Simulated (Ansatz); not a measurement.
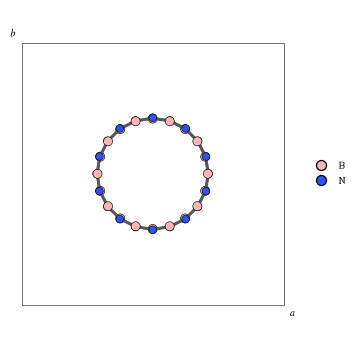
*1 relaxed period of a body that repeats along c, seen along c; the cell edge a is 19.0 Å long*

All values below come from PBE (plane waves to 420 eV, PAW; Ansatz, a quantum-chemistry and plane-wave program). Mesh 1×1×8. No spin polarisation. It repeats along c; a and b span vacuum. A model structure. Only distortions within the start's symmetry and period were free.

Question: What is drawn, and how wide is it?

Answer: One answer among several that fit: (10,0) BN nanotube. An idealised model, rolled from the flat sheet.
It measures about 8 Å across, from nucleus to nucleus.
